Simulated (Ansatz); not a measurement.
# PBE-QIDH/def2-TZVPPD run of BrCl (bromine chloride)

What is the electronic atomisation energy of BrCl (bromine chloride) at PBE-QIDH/def2-TZVPPD? 

The results are computed with Ansatz 0.2.0.

35 further runs of the same task are left out: 35 set aside as unsound or not needed.

### 1 Starting point

BrCl: 2 atoms, total charge 0, spin state singlet. SMILES: `ClBr`. Geometry: the measured bond length.

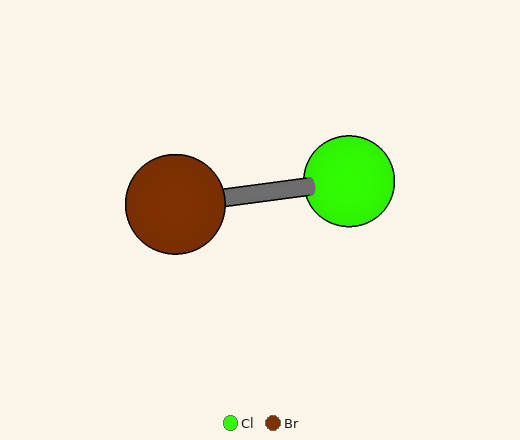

Viewed from a chosen angle; chlorine green, bromine brown.

### 2 The energy at PBE-QIDH/def2-TZVPPD

The input, molecule.yaml:

```yaml
crystal:
  periodic: [false, false, false]
  atoms:
    - {symbol: Cl, position_ang: [0.000000, 0.000000, 0.000000]}
    - {symbol: Br, position_ang: [0.000000, 0.000000, 2.136065]}
basis:
  gaussian:
    orbitals: def2-TZVPPD.json
hamiltonian:
  xc: {name: PBE-QIDH}
correlation:
  frozen_orbitals: {Br: 9, Cl: 5}
accuracy: high
output: {orbitals: {seedname: orbitals}}
```

The basis set def2-TZVPPD is read from a file made from the Basis Set Exchange's data (not shown).

Run with:

```console
$ ansatz run molecule.yaml --threads 1 --pin off --max-ram 3480MiB --events-out events.jsonl --progress --plain --runs-dir runs
```

Output:

```text
Warning: RAYON_NUM_THREADS=1 ignored (pool sized by the plan → 1); use --threads N
Functional definition: PBE-QIDH
  name "PBE-QIDH"
  parameter a = 3^(-1/3)
  parameter c = 1/3
  exchange = (1 - a)*pbe_x + a*exact_x
  correlation = (1 - c)*pbe_c + c*(mp2_os + mp2_ss)
1351 factors; integrals over basis functions are off by at most 4.2e-9 eV
mean field evaluation 1: about -82540.7359 eV, gradient 1.1e1 eV
mean field evaluation 2: about -82540.8433 eV, gradient 1.1e1 eV
mean field evaluation 4: about -82541.1147 eV, gradient 9.3e-1 eV
mean field evaluation 8: about -82541.1187 eV, gradient 2.0e-2 eV
mean field evaluation 16: about -82541.1187 eV, gradient 3.4e-6 eV
mean field -82541.11874872 eV, -3033.3301656357 hartree, gradient 3.8e-8 eV, S^2 0.000000; 0 other end points of the search recorded, 0 dependent functions left out
14 core orbitals not correlated: weight in the atoms' cores, before any rotation towards them, 1.000 or more for the frozen orbitals, at most 0.000 for the correlated occupied ones
reference -82541.11875022 eV, -3033.3301656908 hartree; 12, 12 occupied and 82, 82 virtual orbitals, 1351 factors
second order -14.20797755 eV of doubles, -0.00000000 eV of singles
Total energy: -82545.85474274 eV, -3033.5042102057 hartree
```

It took 8.4 s on 1 thread of Arm Neoverse V1, shared host; peak memory 0.27 GiB.

### 3 The Br atom at the same level

The input, in.yaml:

```yaml
crystal:
  periodic: [false, false, false]
  atoms:
    - {symbol: Br, position_ang: [0.000000, 0.000000, 0.000000]}
basis:
  gaussian: {orbitals: def2-TZVPPD.json}
magnetization: {spin_polarized: true, initial_magnetization: 1}
hamiltonian: {xc: {name: PBE-QIDH}}
correlation: {frozen_orbitals: {Br: 9}}
accuracy: high
```

The basis set def2-TZVPPD is read from a file made from the Basis Set Exchange's data (not shown).

Run the same way, it converges to -2573.50333 Eh (log not shown).

### 4 The Cl atom

The input, input.yaml:

```yaml
crystal:
  periodic: [false, false, false]
  atoms:
    - {symbol: Cl, position_ang: [0.000000, 0.000000, 0.000000]}
basis:
  gaussian:
    orbitals: def2-TZVPPD.json
magnetization:
  spin_polarized: true
  initial_magnetization: 1
hamiltonian:
  xc: {name: PBE-QIDH}
correlation:
  frozen_orbitals: {Cl: 5}
accuracy: high
```

The basis set def2-TZVPPD is read from a file made from the Basis Set Exchange's data (not shown).

Run the same way, it converges to -459.91507 Eh (log not shown).

### 5 Outcome

Level: PBE-QIDH/def2-TZVPPD, 14 core orbitals frozen.

```
                                     quantity           value
                       molecule: total energy  -3033.50421 Eh
  molecule: HOMO energy (SCF part's orbitals)       -10.48 eV
  molecule: LUMO energy (SCF part's orbitals)        -1.40 eV
molecule: HOMO–LUMO gap (SCF part's orbitals)         9.08 eV
                        Br atom: total energy  -2573.50333 Eh
                                Br atom: ⟨S²⟩           0.756
                        Cl atom: total energy   -459.91507 Eh
                                Cl atom: ⟨S²⟩           0.757
                electronic atomisation energy        2.335 eV
```

Taking the molecule apart into free atoms costs 2.33 eV (225 kJ/mol), before zero-point energy and without spin-orbit coupling.
